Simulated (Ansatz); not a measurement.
# A computed series for Re: response to strain

The reference is Re in the hcp (Mg type) structure (space group P6_3/mmc, No. 194; relaxed with 0.1 eV smearing).

```xyz
2
Lattice="2.7764 0.0000 0.0000 -1.3882 2.4045 0.0000 0.0000 0.0000 4.4809" Properties=species:S:1:pos:R:3 pbc="T T T"
Re     1.3882     0.8015     3.3607
Re     0.0000     1.6030     1.1202
```

Cartesian axes are those of the cell as printed.

Strains are applied to the cell and any free atomic positions relax; under biaxial strain the out-of-plane vector relaxes too.

The values are results of PBE/PAW in Ansatz (a first-principles code), no SOC, not measurements.

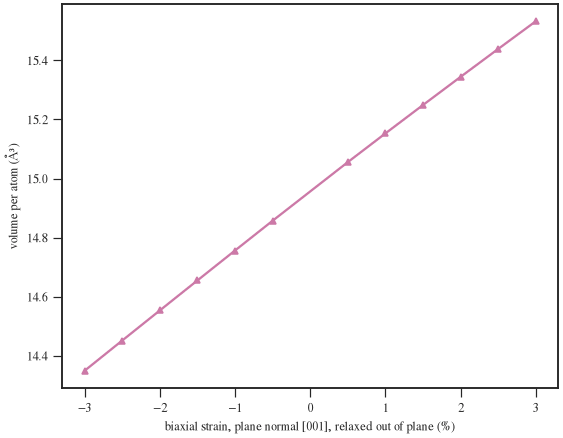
Fig. 1. Volume per atom against biaxial strain, plane normal [001], relaxed out of plane

Task: From the plot, what is the volume per atom for biaxial strain −1.50 %, plane normal [001], relaxed out of plane?

Result: About 14.66 Å³.

Task: Is the trend monotonic over the range shown?

Result: Yes, it rises throughout, spanning 14.35 Å³ to 15.53 Å³.

Stability against distortions was not tested. The final runs are not spin-polarised.
